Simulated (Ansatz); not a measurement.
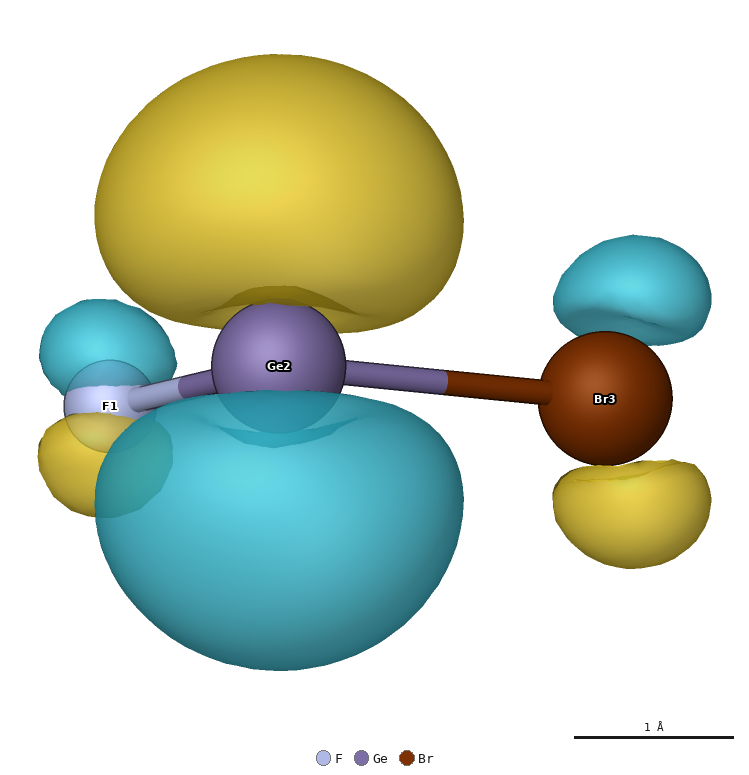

*BrFGe (SMILES [F][Ge][Br]). The LUMO at ±0.15 Å⁻³ᐟ² (yellow and cyan are the two phases), seen from one side.*

Geometry: PBE0-D4/def2-TZVP.

Computed with Ansatz 0.2.0, RKS PBE0-D4/def2-TZVPP.

Question: What is the character of this orbital?

Answer: By Hirshfeld shares it lies mainly on Ge2 (about 80 %), Br3 (about 10 %) and F1 (about 5 %); it changes sign across the molecular plane (π type). Its energy is −2.93 eV.
